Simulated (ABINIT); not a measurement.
# Quasiparticle gap of Ga2O3 (R-3c) in ABINIT

Wanted: ground state, empty states, screening and self-energy for Ga2O3 (R-3c).

Calculated with ABINIT 10.8.3; LDA and many-body steps on it, plane waves.

**What was measured.**

- Gap 5.6 eV: direct band-to-band gap from Tauc plot; UV-Vis absorption, Tauc plot; film (163 nm mist CVD film on c-plane sapphire) on Al2O3 (sapphire) (“Optical properties of mist CVD grown alpha-Ga2O3”, 2019, arxiv:1907.13072).

- Gap 5.15 eV: optical gap from Tauc plot assuming direct gap; lower end of the 5.15-5.20 eV range for alpha-phase films; UV-vis transmittance/reflectance, Tauc plot; film on c-plane sapphire (“Low temperature growth and optical properties of alpha-Ga2O3 deposited on sapphire by plasma enhanced atomic layer deposition”, 2019, arxiv:1908.06914).

- Gap 5.62 ± 0.02 eV: lowest direct band-to-band transition E0, E parallel to c (M1-type CP); abstract instead prints 5.44 eV, which Table III gives as the exciton energy; generalized spectroscopic ellipsometry, critical-point model; 300 K; film (51.8 nm PAMBE film, fully lattice-relaxed) on m-plane Al2O3 (“Anisotropic dielectric functions, band-to-band transitions, and critical points in alpha-Ga2O3”, 2021, arxiv:2101.06595).

- Gap 5.2 eV: optical gap from Tauc plot assuming direct gap; largest value, film grown at 250 C; UV-vis transmittance/reflectance, Tauc plot; film on c-plane sapphire (“Low temperature growth and optical properties of alpha-Ga2O3 deposited on sapphire by plasma enhanced atomic layer deposition”, 2019, arxiv:1908.06914).

- Gap 5.04 eV: direct optical gap from Tauc plot; UV-vis transmittance, Tauc plot; film on Al2O3 (“Ti Alloyed α-Ga2O3: Route towards Wide Band Gap Engineering”, 2020, pmc:7766553).

This is a selection; 1 further report is not listed.

## (1) Set-up

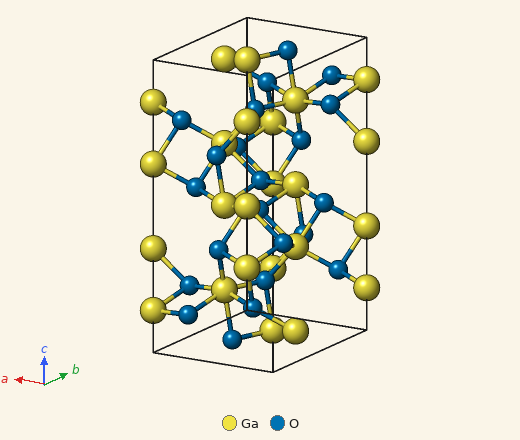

Start, viewed from a free direction; gallium yellow, oxygen blue. This picture shows the conventional cell, with its axes. Some periodic images of atoms are drawn too.

The cell and positions are those that the Materials Project relaxed with its own functionals (PBE, PBE+U or r2SCAN), kept fixed. This is not the form that Ga2O3 usually takes at ambient conditions.

## (2) Ground state

This step: ABINIT 10.8.3; DFT, LDA, plane waves, norm-conserving pseudopotentials.

The ground-state density comes first.

Input file run.abi:

```
acell 3*1.0 Angstrom
rprim 
  2.498699193881 1.442624652211 4.483549768500
  -2.498699193881 1.442624652211 4.483549768500
  0.000000000000 -2.885249304422 4.483549768500
ntypat 2
znucl 31 8
natom 10
typat 1 1 1 1 2 2 2 2 2 2
xred 
  0.855585580000 0.855585580000 0.855585580000
  0.644414420000 0.644414420000 0.644414420000
  0.144414420000 0.144414420000 0.144414420000
  0.355585580000 0.355585580000 0.355585580000
  0.750000000000 0.446832820000 0.053167180000
  0.446832820000 0.053167180000 0.750000000000
  0.053167180000 0.750000000000 0.446832820000
  0.250000000000 0.553167180000 0.946832820000
  0.946832820000 0.250000000000 0.553167180000
  0.553167180000 0.946832820000 0.250000000000
pp_dirpath "pseudos"
pseudos "Ga.upf, O.upf"
ecut 45
ngkpt 4 4 4
nshiftk 1
shiftk 0 0 0
kptopt 1
chksymbreak 0
nband 69
occopt 1
tolvrs 1e-08
nstep 60
prtwf 0
optforces 0
optstress 0
indata_prefix "in"
outdata_prefix "out"
tmpdata_prefix "tmp"
```

Launch:

```console
$ OMP_NUM_THREADS=1 mpirun -n 4 abinit run.abi > log
```

Numbers of over 12 decimals in the logs are rounded to 6 here.

The program printed:

```text
.Version 10.8.3 of ABINIT. v10.8.2 released Aug 2026.

 Symmetries : space group R-3 c (#167); Bravais hR (rhombohedral)
================================================================================
 Values of the parameters that define the memory need of the present run
     intxc =       0    ionmov =       0      iscf =       7    lmnmax =       6
     lnmax =       6     mgfft =      64  mpssoang =       3    mqgrid =    3001
     natom =      10  nloc_mem =       1    nspden =       1   nspinor =       1
    nsppol =       1      nsym =      12    n1xccc =    2501    ntypat =       2
    occopt =       1   xclevel =       1
-    mband =          69        mffmem =           1         mkmem =           4
       mpw =        9445          nfft =      262144          nkpt =          13
================================================================================
  Rough estimation (10% accuracy) of disk space for files :
================================================================================

--------------------------------------------------------------------------------
------------- Echo of variables that govern the present computation ------------
--------------------------------------------------------------------------------
 -outvars: echo values of preprocessed input variables --------
            acell      1.8897261259E+00  1.8897261259E+00  1.8897261259E+00 Bohr

      chksymbreak           0
             ecut      4.50000000E+01 Hartree
-          fftalg         312

              ixc       -1012
              kpt      0.00000000E+00  0.00000000E+00  0.00000000E+00
                       2.50000000E-01  0.00000000E+00  0.00000000E+00
                       5.00000000E-01  0.00000000E+00  0.00000000E+00
                       2.50000000E-01  2.50000000E-01  0.00000000E+00
                       5.00000000E-01  2.50000000E-01  0.00000000E+00
                      -2.50000000E-01  2.50000000E-01  0.00000000E+00
                       5.00000000E-01  5.00000000E-01  0.00000000E+00
                       2.50000000E-01  2.50000000E-01  2.50000000E-01
                       5.00000000E-01  2.50000000E-01  2.50000000E-01
                      -2.50000000E-01  2.50000000E-01  2.50000000E-01
                       5.00000000E-01  5.00000000E-01  2.50000000E-01
[...]
kptrlatt        4    0    0      0    4    0      0    0    4
          kptrlen      3.77748572E+01
P           mkmem           4
            natom          10
            nband          69
            ngfft          64      64      64
             nkpt          13
            nstep          60
             nsym          12
           ntypat           2
              occ      2.000000  2.000000  2.000000  2.000000  2.000000  2.000000
                       2.000000  2.000000  2.000000  2.000000  2.000000  2.000000
                       2.000000  2.000000  2.000000  2.000000  2.000000  2.000000
                       2.000000  2.000000  2.000000  2.000000  2.000000  2.000000
                       2.000000  2.000000  2.000000  2.000000  2.000000  2.000000
                       2.000000  2.000000  2.000000  2.000000  2.000000  2.000000
                       2.000000  2.000000  2.000000  2.000000  2.000000  2.000000
                       2.000000  2.000000  2.000000  2.000000  2.000000  2.000000
                       2.000000  2.000000  2.000000  2.000000  2.000000  2.000000
                       2.000000  2.000000  2.000000  2.000000  2.000000  2.000000
                       0.000000  0.000000  0.000000  0.000000  0.000000  0.000000
[...]
optforces           0
        optstress           0
            prtwf           0
            rprim      2.4986991939E+00  1.4426246522E+00  4.4835497685E+00
[...]
spgroup         167

           tolvrs      1.00000000E-08

             xred      8.5558558000E-01  8.5558558000E-01  8.5558558000E-01
[...]
znucl       31.00000    8.00000

================================================================================

 chkinp: Checking input parameters for consistency.

================================================================================
== DATASET  1 ==================================================================
-   mpi_nproc: 4, omp_nthreads: 1 (-1 if OMP is not activated)

--- !DatasetInfo
iteration_state: {dtset: 1, }
dimensions: {natom: 10, nkpt: 13, mband: 69, nsppol: 1, nspinor: 1, nspden: 1, mpw: 9445, }
cutoff_energies: {ecut:  45.0, pawecutdg:  -1.0, }
electrons: {nelect:   1.20000000E+02, charge:   0.00000000E+00, occopt:   1.00000000E+00, tsmear:   1.00000000E-02, }

 Real(R)+Recip(G) space primitive vectors, cartesian coordinates (Bohr,Bohr^-1):
 R(1)=  4.7218571  2.7261655  8.4726811  G(1)=  0.1058905  0.0611359  0.0393421
 R(2)= -4.7218571  2.7261655  8.4726811  G(2)= -0.1058905  0.0611359  0.0393421
 R(3)=  0.0000000 -5.4523310  8.4726811  G(3)=  0.0000000 -0.1222719  0.0393421
 Unit cell volume ucvol=  6.5439078E+02 bohr^3
 Angles (23,13,12)=  5.58935053E+01  5.58935053E+01  5.58935053E+01 degrees

 getcut: wavevector=  0.0000  0.0000  0.0000  ngfft=  64  64  64
         ecut(hartree)=     45.000   => boxcut(ratio)=   2.10352

--- Pseudopotential description ------------------------------------------------
[...]
2   -1.033686
 pspatm: atomic psp has been read  and splines computed

   1.50077141E+04                                ecore*ucvol(ha*bohr**3)
--------------------------------------------------------------------------------

_setup2: Arith. and geom. avg. npw (full set) are    9435.203    9435.198

================================================================================

--- !BeginCycle
iteration_state: {dtset: 1, }
solver: {iscf: 7, nstep: 60, nline: 4, wfoptalg: 0, }
tolerances: {tolvrs: 1.00E-08, }

     iter   Etot(hartree)      deltaE(h)  residm     vres2
 ETOT  1  -1084.4581013389    -1.084E+03 6.335E-01 8.800E+03
 ETOT  2  -1088.5923003081    -4.134E+00 3.060E-02 1.567E+04
 ETOT  3  -1091.0912805254    -2.499E+00 2.437E-02 4.550E+02
 ETOT  4  -1091.1217534628    -3.047E-02 2.778E-02 2.768E+02
 ETOT  5  -1091.1412159887    -1.946E-02 2.200E-03 7.362E+01
 ETOT  6  -1091.1498297904    -8.614E-03 1.559E-03 2.303E+00
 ETOT  7  -1091.1500410342    -2.112E-04 5.572E-04 3.164E-01
 ETOT  8  -1091.1500817448    -4.071E-05 8.010E-04 2.225E-02
 ETOT  9  -1091.1500845620    -2.817E-06 3.128E-04 1.675E-04
 ETOT 10  -1091.1500845816    -1.966E-08 4.052E-04 6.168E-07
 ETOT 11  -1091.1500845817    -9.368E-11 1.611E-04 5.780E-09

 At SCF step   11       vres2   =  5.78E-09 < tolvrs=  1.00E-08 =>converged.

--- !ResultsGS
iteration_state: {dtset: 1, }
comment   : Summary of ground state results
lattice_vectors:
- [  4.7218571,   2.7261655,   8.4726811, ]
- [ -4.7218571,   2.7261655,   8.4726811, ]
- [  0.0000000,  -5.4523310,   8.4726811, ]
lattice_lengths: [  10.07543,   10.07543,   10.07543, ]
lattice_angles: [ 55.894,  55.894,  55.894, ] # degrees, (23, 13, 12)
lattice_volume:   6.5439078E+02
convergence: {deltae: -9.368E-11, res2:  5.780E-09, residm:  1.611E-04, diffor:  0.000E+00, }
etotal    :  -1.09115008E+03
entropy   :   0.00000000E+00
fermie    :   1.98364572E-01
cartesian_stress_tensor: null
pressure_GPa: null
xred      :
- [  8.5559E-01,   8.5559E-01,   8.5559E-01, Ga]
- [  6.4441E-01,   6.4441E-01,   6.4441E-01, Ga]
- [  1.4441E-01,   1.4441E-01,   1.4441E-01, Ga]
- [  3.5559E-01,   3.5559E-01,   3.5559E-01, Ga]
- [  7.5000E-01,   4.4683E-01,   5.3167E-02,  O]
- [  4.4683E-01,   5.3167E-02,   7.5000E-01,  O]
- [  5.3167E-02,   7.5000E-01,   4.4683E-01,  O]
- [  2.5000E-01,   5.5317E-01,   9.4683E-01,  O]
- [  9.4683E-01,   2.5000E-01,   5.5317E-01,  O]
- [  5.5317E-01,   9.4683E-01,   2.5000E-01,  O]
cartesian_forces: null
force_length_stats: {min: null, max: null, mean: null, }

 Integrated electronic density in atomic spheres:
 ------------------------------------------------
 Atom  Sphere_radius  Integrated_density
[...]
================================================================================

 ----iterations are completed or convergence reached----

 Mean square residual over all n,k,spin=   41.152E-08; max=  16.105E-05
 reduced coordinates (array xred) for   10 atoms
[...]
0.446832820000      0.053167180000      0.750000000000
       0.053167180000      0.750000000000      0.446832820000
       0.250000000000      0.553167180000      0.946832820000
       0.946832820000      0.250000000000      0.553167180000
       0.553167180000      0.946832820000      0.250000000000
 rms dE/dt=  0.0000E+00; max dE/dt=  0.0000E+00; dE/dt below (all hartree)
    1       0.000000000000      0.000000000000      0.000000000000
    2       0.000000000000      0.000000000000      0.000000000000
    3       0.000000000000      0.000000000000      0.000000000000
    4       0.000000000000      0.000000000000      0.000000000000
    5       0.000000000000      0.000000000000      0.000000000000
    6       0.000000000000      0.000000000000      0.000000000000
    7       0.000000000000      0.000000000000      0.000000000000
    8       0.000000000000      0.000000000000      0.000000000000
    9       0.000000000000      0.000000000000      0.000000000000
   10       0.000000000000      0.000000000000      0.000000000000

 cartesian coordinates (angstrom) at end:
[...]
6      0.983652    -1.442625     5.604437
    7     -1.741176    -0.130555     5.604437
    8     -0.757524    -1.573180     7.846212
    9      1.741176     0.130555     7.846212
   10     -0.983652     1.442625     7.846212
 length scales=  1.889726125908  1.889726125908  1.889726125908 bohr
              =  1.000000000000  1.000000000000  1.000000000000 angstroms
 prteigrs : about to open file out_EIG
 Fermi (or HOMO) energy (hartree) =   0.19836   Average Vxc (hartree)=  -0.47104
 Eigenvalues (hartree) for nkpt=  13  k points:
 kpt#   1, nband= 69, wtk=  0.01563, kpt=  0.0000  0.0000  0.0000 (reduced coord)
  -4.96810   -4.96809   -4.96809   -4.96809   -3.17364   -3.17364   -3.17362   -3.17347
  -3.17287   -3.17287   -3.17285   -3.17285   -3.17274   -3.17274   -3.17274   -3.17274
  -0.48822   -0.41396   -0.41396   -0.41072   -0.41051   -0.41051   -0.27317   -0.27317
  -0.26983   -0.26983   -0.26722   -0.26630   -0.26492   -0.26492   -0.26315   -0.26315
  -0.26126   -0.26126   -0.25870   -0.25870   -0.25833   -0.25802   -0.24800   -0.24800
  -0.22384   -0.22384   -0.06886   -0.04373    0.00414    0.00414    0.04190    0.05153
   0.06633    0.06633    0.07702    0.16131    0.16131    0.18011    0.18011    0.18716
   0.18781    0.18781    0.19039    0.19039    0.30031    0.43639    0.44378    0.51773
   0.56719    0.56719    0.57014    0.59265    0.60138
 prteigrs : prtvol=0 or 1, do not print more k-points.

--- !EnergyTerms
iteration_state     : {dtset: 1, }
comment             : Components of total free energy in Hartree
kinetic             :  5.49886893940836E+02
hartree             :  4.07192277416594E+02
xc                  : -1.26140302011285E+02
Ewald energy        : -5.95982657166164E+02
psp_core            :  2.29338714408011E+01
local_psp           : -1.09388086789724E+03
non_local_psp       : -2.55159300305245E+02
total_energy        : -1.09115008458170E+03
total_energy_eV     : -2.96917064038875E+04
band_energy         : -1.27783364315341E+02

== END DATASET(S) ==============================================================
================================================================================

 -outvars: echo values of variables after computation  --------
           etotal     -1.0911500846E+03
            nband          69
             nkpt          13
          spgroup         167
 [... the other variables as echoed above ...]

 Calculation completed.
```

It took 2.5 min on 4 MPI ranks of Arm Neoverse V1, shared host; peak memory 0.6 GiB; 10 min of CPU time.

This step gave:

| Item | Value |
| --- | --- |
| total energy | -29691.7064 eV |
| gap | 2.774 eV |
| k of the valence top | 0.25, 0, 0 |
| k of the conduction bottom | 0, 0, 0 |
| least direct gap | 2.991 eV |

The gap is indirect, with the least direct gap 0.22 eV higher.

(Part 1 of 3 ends here.)

[Paths, hosts, dates, memory and timing lines, banners, echoed tables and standing remarks are left out of the program output.]

[Logs are printed without paths, hosts, clocks, repeated set-up lines and the standing remarks that a program may print on its own settings, such as how far it seeks lower states.]

[Runs of the session that timed out or met a known fault of the program may be left out.]

[Hosts, paths, dates, database ids (printed as entryN), source tags and the programs' standing remarks are cut or masked in the printed files.]

[G0W0 gaps are taken among the corrected bands and points alone; a level outside them can change the order at an edge.]

[Where Ansatz stands beside ABINIT at settings called matched, ABINIT's density can come from a denser mesh and the files from another edition; pairs whose starting gaps differed by over 0.03 eV were left out, so agreement reads better than it is.]
